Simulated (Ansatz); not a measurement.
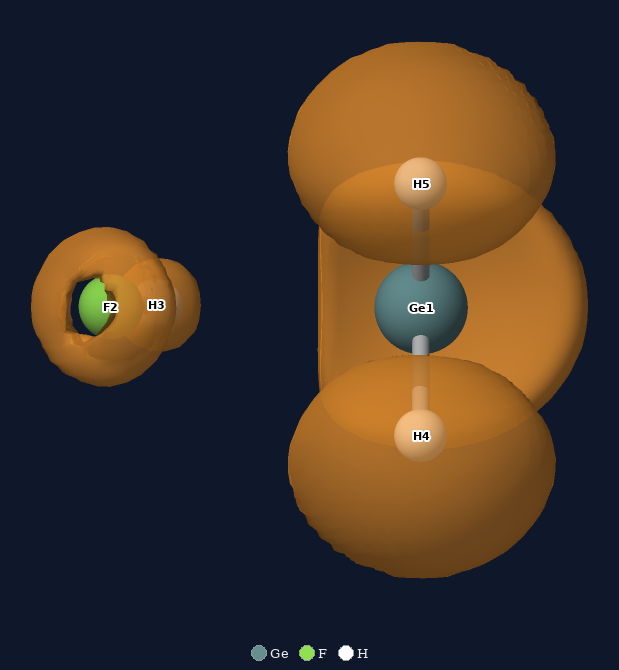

*GeH2···HF. Isosurface of the electron localisation function at 0.85 (orange), seen at a tilt. Core shells and regions of very low density are left out.*

Method: RKS B3LYP-D4/def2-SVP (Ansatz 0.2.0).

```xyz
5

Ge   -0.0503    0.0000   -0.8210
F     1.4506    0.0000    1.6235
H     2.0704    0.0000    0.9335
H    -1.0774    1.1484   -0.4024
H    -1.0774   -1.1484   -0.4024
```

**Where are the electrons localised?**

At this value the surface marks out three regions around hydrogen nuclei, one lobe on Ge, pointing away from the bonds (lone pairs) and one region wrapped around F (its valence shell). Profiles from the grid: Ge1···F2 (2.87 Å): the ELF dips to about 0.05 between them. F–H (0.93 Å): the ELF climbs to about 1 towards the hydrogen, as it does in any bond to H (an ordinary covalent bond to hydrogen).
